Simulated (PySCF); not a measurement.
# SVWN5/STO-3G run of CH4Si (SMILES C[SiH])

Aim: the vertical singlet–triplet gap of CH4Si at SVWN5/STO-3G, from 2 runs. The job is set up through a Python script.

Program for the calculation: PySCF 2.14.0.

5 further runs of the same task are left out: 5 set aside as unsound or not needed.

## (1) The system as given

CH4Si has 6 atoms, charge 0, and is taken as a singlet. As SMILES, `C[SiH]`. The shape is that of a PBE0-D4/def2-TZVP optimisation.

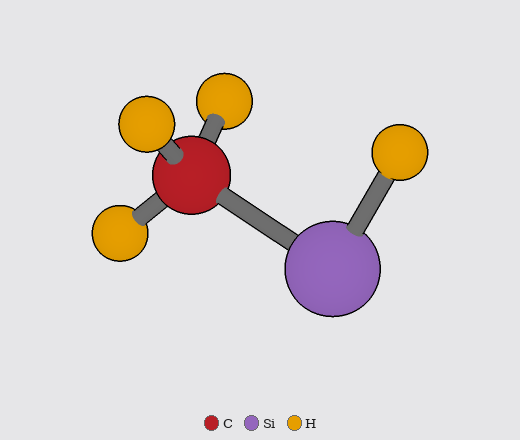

The structure, seen from a chosen angle (carbon red, silicon purple, hydrogen amber).

## (2) A single-point energy at SVWN5/STO-3G

input.py reads:

```python
from pyscf import gto, dft

mol = gto.Mole()
mol.atom = '''
C     -0.176689    -0.691640    -0.699766
Si     1.733446     0.396465     2.120840
H     -2.186224    -0.774977    -0.193130
H      0.406291    -2.523918    -1.441861
H     -0.045353     0.721875    -2.212491
H      0.268719     2.872384     2.426408
'''
mol.max_memory = 1860
mol.charge = 0
mol.unit = 'bohr'
mol.verbose = 4
mol.spin = 0
mol.basis = 'sto-3g'
mol.build()

mf = dft.RKS(mol, xc='svwn')
mf.grids.level = 5
mf.conv_tol = 1e-10
mf.kernel()
if not mf.converged:
    mf = mf.newton().run(mf.mo_coeff, mf.mo_occ)

e_tot = mf.e_tot
print('Final energy', e_tot)
```

On the command line:

```
$ OMP_NUM_THREADS=1 python input.py
```

The program printed:

```text
PySCF version 2.14.0

[INPUT] num. atoms = 6
[INPUT] num. electrons = 24
[INPUT] charge = 0
[INPUT] spin (= nelec alpha-beta = 2S) = 0
[INPUT] symmetry False subgroup None
[INPUT] Mole.unit = bohr
[INPUT] Symbol           X                Y                Z      unit          X                Y                Z       unit  Magmom
[INPUT]  1 C     -0.093499792220  -0.366000126161  -0.370300220177 AA   -0.176689000000  -0.691640000000  -0.699766000000 Bohr   0.0
[INPUT]  2 Si     0.917300119560   0.209800242927   1.122300196008 AA    1.733446000000   0.396465000000   2.120840000000 Bohr   0.0
[INPUT]  3 H     -1.156899918766  -0.410100167387  -0.102199994745 AA   -2.186224000000  -0.774977000000  -0.193130000000 Bohr   0.0
[INPUT]  4 H      0.214999938202  -1.335599887831  -0.762999982514 AA    0.406291000000  -2.523918000000  -1.441861000000 Bohr   0.0
[INPUT]  5 H     -0.023999774047   0.381999799133  -1.170799816566 AA   -0.045353000000   0.721875000000  -2.212491000000 Bohr   0.0
[INPUT]  6 H      0.142199970941   1.520000153811   1.283999817994 AA    0.268719000000   2.872384000000   2.426408000000 Bohr   0.0

nuclear repulsion = 48.6036898716058
number of shells = 12
number of NR pGTOs = 54
number of NR cGTOs = 18
basis = sto-3g
ecp = {}

******** <class 'pyscf.dft.rks.RKS'> ********
method = RKS
initial guess = minao
damping factor = 0
level_shift factor = 0
DIIS = <class 'pyscf.scf.diis.CDIIS'>
diis_start_cycle = 1
diis_space = 8
diis_damp = 0
SCF conv_tol = 1e-10
SCF conv_tol_grad = None
SCF max_cycles = 50
direct_scf = True
direct_scf_tol = 1e-13
XC library pyscf.dft.libxc version 7.0.0
    S. Lehtola, C. Steigemann, M. J.T. Oliveira, and M. A.L. Marques.,  SoftwareX 7, 1–5 (2018)
XC functionals = svwn
    P. A. M. Dirac.,  Math. Proc. Cambridge Philos. Soc. 26, 376 (1930)
    F. Bloch.,  Z. Phys. 57, 545 (1929)
    S. H. Vosko, L. Wilk, and M. Nusair.,  Can. J. Phys. 58, 1200 (1980)
radial grids:
    Treutler-Ahlrichs [JCP 102, 346 (1995); DOI:10.1063/1.469408] (M4) radial grids

becke partition: Becke, JCP 88, 2547 (1988); DOI:10.1063/1.454033
pruning grids: <function nwchem_prune>
grids dens level: 5
symmetrized grids: False
atomic radii adjust function: <function treutler_atomic_radii_adjust>
small_rho_cutoff = 0
Set gradient conv threshold to 1e-05
Initial guess from minao.
tot grids = 180696
init E= -324.190023250225
  HOMO = -0.18093242108876  LUMO = -0.050318441716987  gap/eV = 3.55419
cycle= 1 E= -324.460687481516  delta_E= -0.271  |g|= 0.318  |ddm|= 2.79
  HOMO = -0.0632652051251026  LUMO = 0.00227819708195165  gap/eV = 1.78353
cycle= 2 E= -324.434078782371  delta_E= 0.0266  |g|= 0.428  |ddm|= 0.966
  HOMO = -0.062387822189639  LUMO = 0.0151586370750485  gap/eV = 2.11015
cycle= 3 E= -324.492086589594  delta_E= -0.058  |g|= 0.0169  |ddm|= 0.615
  HOMO = -0.0666443669209681  LUMO = 0.0130198996699895  gap/eV = 2.16778
cycle= 4 E= -324.492238870386  delta_E= -0.000152  |g|= 0.00296  |ddm|= 0.0538
  HOMO = -0.0665900845273837  LUMO = 0.0131990005278445  gap/eV = 2.17117
cycle= 5 E= -324.492244105693  delta_E= -5.24e-06  |g|= 0.000839  |ddm|= 0.0102
  HOMO = -0.066469421572221  LUMO = 0.01333943991359  gap/eV = 2.17171
cycle= 6 E= -324.4922444644  delta_E= -3.59e-07  |g|= 0.0001  |ddm|= 0.002
  HOMO = -0.066489786142989  LUMO = 0.0133091185479667  gap/eV = 2.17144
cycle= 7 E= -324.492244468001  delta_E= -3.6e-09  |g|= 2.16e-05  |ddm|= 0.000275
  HOMO = -0.0664890805726132  LUMO = 0.0133096982583972  gap/eV = 2.17144
cycle= 8 E= -324.492244468446  delta_E= -4.44e-10  |g|= 8.73e-06  |ddm|= 0.000161
  HOMO = -0.0664886435124442  LUMO = 0.0133101110901854  gap/eV = 2.17143
cycle= 9 E= -324.492244468537  delta_E= -9.07e-11  |g|= 4.02e-07  |ddm|= 4.84e-05
  HOMO = -0.0664886981517047  LUMO = 0.0133100336516401  gap/eV = 2.17143
Extra cycle  E= -324.492244468537  delta_E= -1.71e-13  |g|= 3.18e-07  |ddm|= 2.63e-06
converged SCF energy = -324.492244468537
Final energy -324.49224446853674
```

It took 2 s on 1 thread of Arm Neoverse V1, shared host; peak memory 0.14 GiB.

## (3) The triplet, same level

calc.py reads:

```python
from pyscf import gto, dft

system = gto.Mole()
system.atom = [
    ('C', (-0.093500, -0.366000, -0.370300)),
    ('Si', (0.917300, 0.209800, 1.122300)),
    ('H', (-1.156900, -0.410100, -0.102200)),
    ('H', (0.215000, -1.335600, -0.763000)),
    ('H', (-0.024000, 0.382000, -1.170800)),
    ('H', (0.142200, 1.520000, 1.284000)),
]
system.max_memory = 1860
system.basis = 'sto-3g'
system.spin = 2
system.verbose = 3
system.build()

myscf = dft.UKS(system)
myscf.xc = 'svwn'
myscf.conv_tol = 1e-10
myscf.grids.level = 5
myscf.kernel()
if not myscf.converged:
    myscf = myscf.newton().run(myscf.mo_coeff, myscf.mo_occ)

e_tot = myscf.e_tot
print(f'total energy: {e_tot:.8f} hartree')
```

On the command line:

```
$ OMP_NUM_THREADS=1 python calc.py
```

The program printed:

```text
WARN: HOMO -0.0503184418810621 >= LUMO -0.180932413609927

WARN: HOMO 0.0110137161804992 >= LUMO -0.0384231144502132

WARN: HOMO 0.0145230139617409 >= LUMO -0.0432189934621161

WARN: HOMO 0.00831196118428362 >= LUMO -0.047572484165576

WARN: HOMO 0.00934930054609301 >= LUMO -0.0463030036717816

WARN: HOMO 0.00914103488543139 >= LUMO -0.0463661605066948

WARN: HOMO 0.00917550350585639 >= LUMO -0.0463264200009756

WARN: HOMO 0.00917003636880581 >= LUMO -0.0463310261563406

WARN: HOMO 0.00917032423656988 >= LUMO -0.0463311539392331

WARN: HOMO 0.00917031214251868 >= LUMO -0.0463311779760205

converged SCF energy = -324.424151481475  <S^2> = 2.0011041  2S+1 = 3.000736
total energy: -324.42415148 hartree
```

Run time: 2.7 s. Hardware: 1 thread of Arm Neoverse V1, shared host; peak memory 0.14 GiB.

## (4) What came out

At SVWN5/STO-3G:

| quantity | value |
| --- | --- |
| singlet: total energy | -324.49224 Eh |
| singlet: dipole moment | 0.33 D |
| singlet: HOMO energy | -1.81 eV |
| singlet: LUMO energy | 0.36 eV |
| singlet: HOMO–LUMO gap | 2.17 eV |
| triplet: total energy | -324.42415 Eh |
| triplet: dipole moment | 0.80 D |
| triplet: HOMO energy (highest over α and β) | 0.25 eV |
| triplet: ⟨S²⟩ | 2.001 |
| vertical energy of the triplet above the singlet | 1.853 eV |

In words: At this shape the triplet lies 1.85 eV (179 kJ/mol) above the singlet. In a minimal basis such a difference can be off by several eV, whatever the method.
